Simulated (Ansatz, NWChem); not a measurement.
# A small benchmark: atomisation enthalpy at 298 K

6 molecules without hydrogen; the atomisation enthalpy at 298 K in kJ/mol, computed less measured. Shapes, held fixed at every level: PBE0-D4/def2-TZVP. Thermal terms are harmonic and unscaled (PBE0-D4/def2-TZVP); the spin-orbit lowering of the free atoms is taken from their spectra. Programs: Ansatz 0.2.0, NWChem 7.3.0. Measured values: Active Thermochemical Tables, NIST-JANAF tables.

Levels: A = SPW92/def2-TZVPP; B = PBE/cc-pVTZ; C = B2PLYP/cc-pVTZ; D = CCSD/cc-pVTZ.

```
                       molecule  from tabulated heats     A     B    C     D
              BOF (SMILES O=BF)                  1501  +243   +44  -21  -107
           CO2 (carbon dioxide)                  1609  +349  +112   -5  -115
         CS2 (carbon disulfide)                  1154  +275   +80  -15  -128
            N2O (nitrous oxide)                  1112  +381  +167  +13  -146
SiO2 (silicon dioxide molecule)                  1254  +234   +12  -54  -160
     NF3 (nitrogen trifluoride)                   843  +443  +166  -13  -121
```

Problem. Sum up the errors.

Solution. 
| level | kind | mean error | mean absolute error | worst case |
| --- | --- | --- | --- | --- |
| SPW92/def2-TZVPP | LDA | +320.8 | 320.8 | NF3 |
| PBE/cc-pVTZ | GGA | +96.8 | 96.8 | N2O |
| B2PLYP/cc-pVTZ | double hybrid | -15.8 | 20.2 | SiO2 |
| CCSD/cc-pVTZ | coupled cluster or CI | -129.5 | 129.5 | SiO2 |

On this set B2PLYP/cc-pVTZ has the smallest mean absolute error and SPW92/def2-TZVPP the largest. SPW92/def2-TZVPP is too high in 6 of 6; PBE/cc-pVTZ is too high in 6 of 6; B2PLYP/cc-pVTZ is too low in 5 of 6; CCSD/cc-pVTZ is too low in 6 of 6. The heats of NF3 come from older tables and can be uncertain by 10 kJ/mol or more. The tabulated values of BOF, SiO2 are in doubt (older tables, estimates, or at odds with other calculations) and kept here. Over the 4 molecules whose values aren't doubted the mean absolute errors are A 362.0; B 131.2; C 11.5; D 127.5. Correlated wave functions converge slowly with the basis. CCSD also lacks the triples, which bind further. T1 is large for SiO2 (0.024), so single-reference values are less sure there. The set is small.

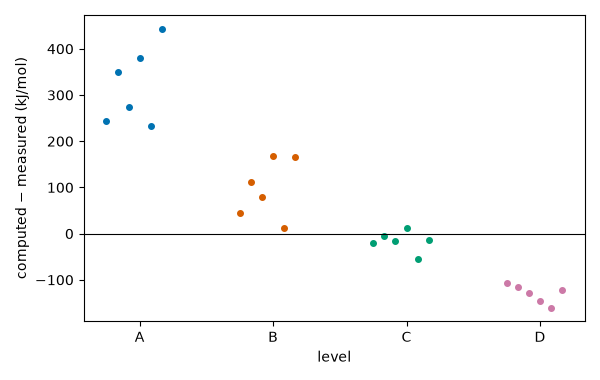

Errors of each level, one point a molecule.
